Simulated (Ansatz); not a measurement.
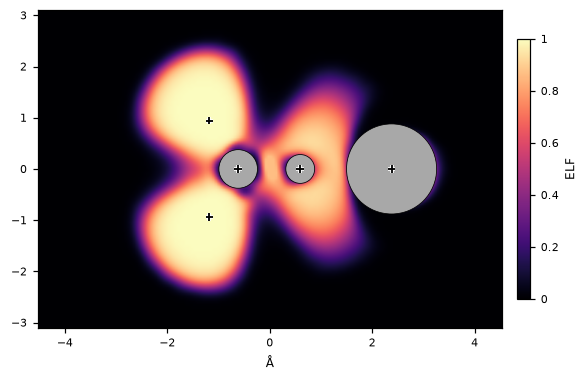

The ELF on a plane through atoms (crosses mark nuclei in the plane; grey discs cover the cores).

Method: RKS PBE0-D4/def2-TZVPPD (Ansatz).

Candidates:
A. HCl···CO (SMILES Cl.[C-]#[O+])
B. CH₂LiO (charge +1)

Which candidate gave the map?

Answer. Candidate B: CH₂LiO on the molecular plane, which holds Li, C, O and H. C–O (1.21 Å): the ELF peaks at about 0.85 between the atoms; a multiple bond. Li–O (1.78 Å): the ELF peaks at about 0.90 in the valence shell of O, 0.7 Å from its nucleus, and falls to about 0.05 next to Li (an ionic contact with no shared pair).
